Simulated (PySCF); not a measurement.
Vertical excitations of a molecule C₁₀H₁₂N₂ from TDA-PBE/def2-SVP (PySCF 2.14.0), as energy in eV (oscillator strength): 4.79 (0.521), 5.06 (0.000), 5.28 (0.004), 5.48 (0.005), 5.50 (0.023), 5.67 (0.004). Lowest triplet (TDA): 3.43 eV. The structure is a stationary point at B3LYP-D3(BJ)/def2-SVP. The values are those of a single conformer.

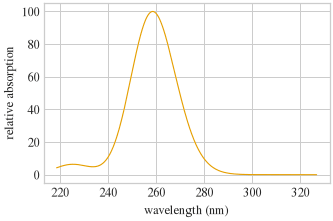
Figure. The lines broadened by 0.4 eV.

### Question
Which structure fits?
(A) Cn1cccc1-c1cccn1C
(B) C#Cc1cnc(C(C)(C)C)cn1
(C) C#Cc1cc(C(C)(C)C)ncn1
(D) C#Cc1ncc(C(C)(C)C)cn1

### Answer
A, Cn1cccc1-c1cccn1C
